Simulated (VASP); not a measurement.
Band structure of CsAu (space group Pm-3m). These are r2SCAN meta-GGA, VASP's PBE PAW potentials (set 64) (plane waves; VASP) values and carry that method's errors.

Unless said otherwise, spin-orbit coupling is left out, though it shifts the bands of the heavy elements here.

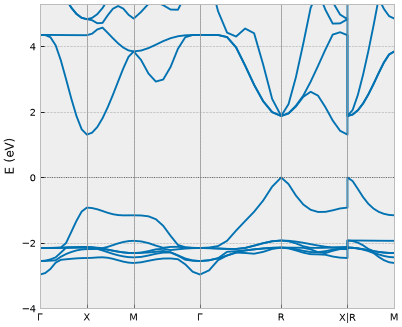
Bands along high-symmetry lines, zero at the valence-band maximum or, without a gap, the Fermi level

Read the plot: is there a gap, and where are the band edges?

The gap is indirect, 1.31 eV, from the valence maximum at R to the conduction minimum at X.

The structure comes from a computed database's CsAu entry (Pm-3m); how it stands against other phases isn't given here. It was relaxed first.
